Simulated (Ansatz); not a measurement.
## ZnS (wurtzite): frozen-phonon scan

Relaxed ZnS (wurtzite):

```yaml
crystal:
  lattice:
    - [3.84511, 0.00000, 0.00000]
    - [-1.92255, 3.32996, 0.00000]
    - [0.00000, 0.00000, 6.30566]
  atoms:
    - { symbol: Zn, position: [0.66667, 0.33333, 0.99985] }
    - { symbol: Zn, position: [0.33333, 0.66667, 0.49985] }
    - { symbol: S, position: [0.66667, 0.33333, 0.62535] }
    - { symbol: S, position: [0.33333, 0.66667, 0.12535] }
```

The atoms are displaced by Q × the pattern below (from a DFPT mode at Γ, largest move 1; Q in Å), at fixed cell. It is one choice among 2 degenerate patterns.

```
atom      x       y      z
----  -----  ------  -----
Zn1   0.000   0.490  0.000
Zn2   0.000   0.490  0.000
S3    0.000  -1.000  0.000
S4    0.000  -1.000  0.000
```

The numbers are results of PBE (plane waves to 420 eV, PAW, scalar-relativistic; Ansatz, a first-principles code), not measurements. k mesh 10×10×5 (Γ-centred), Fermi-Dirac smearing 0.05 eV. The energy includes the smearing's −TS. ZnS was relaxed with its symmetry unable to fall. The zero of ΔE is the undisplaced structure.

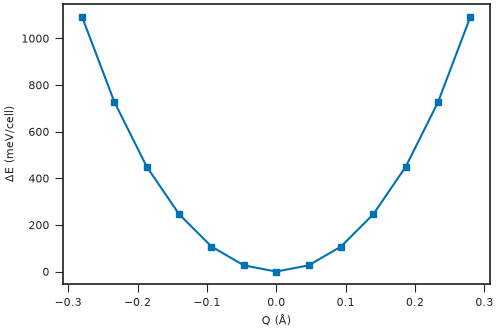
*ΔE (meV/cell) against Q (Å); markers are the computed points, lines only join them.*

The energy at Q = 0.280 Å is 1093 meV/cell. Harmonic wavenumber from the curvature (finite differences): 263 cm⁻¹. Shape of the curve: a single well with its minimum at or next to zero displacement. Wavenumber by perturbation theory (DFPT, on another k mesh): 263 cm⁻¹. Symmetry of the curve: even: the same for both signs.

E″ = 24.24 eV/Å², M = Σ mᵢ|uᵢ|² = 95.6 u, ν̃ = 521.5·√(|E″|/M).

(A displaced cell: forces are minus the slopes of the energy, force constants its curvatures, and phonons follow from these.)
